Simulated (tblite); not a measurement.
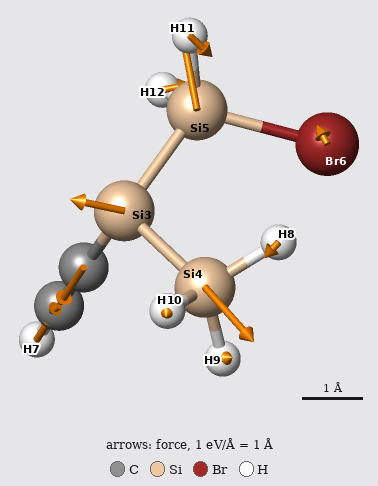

Starting geometry of C$_{2}$H$_{6}$BrSi$_{3}$ (multiplicity 2) with the computed forces as orange arrows. A ball-and-stick model, seen from a free direction.

Method: GFN2-xTB geometry optimisation, gas phase in tblite. 

Q: What follows when this structure is relaxed?

A: It isn't relaxed: the largest force vector, on a Si atom, is 1.48 eV/Å. The final displacements have little in common with the starting forces (cosine between the two patterns 0.17). The largest move after the best rigid fit is that of the Br atom, 1.71 Å. By element the largest moves are Br 1.71 Å, H 1.46 Å, C 0.69 Å, Si 0.45 Å. Near-neighbour distances that change, for instance: Si–Si 2.226 → 2.313 Å, C–Si 1.819 → 1.846 Å, C–H 1.079 → 1.053 Å, H–Si 1.488 → 1.465 Å. Bond angles that change, for instance: Si–Si–Si 107.6° → 127.8°, Si–Si–H 106.5° → 126.0°, Br–Si–H 111.1° → 100.2°. Groups turn about Si–Si by about 50°. The energy falls by 49.5 kJ/mol in 133 geometry steps. Cost: 1 s on 1 thread of Arm Neoverse V2, with other jobs on the host.
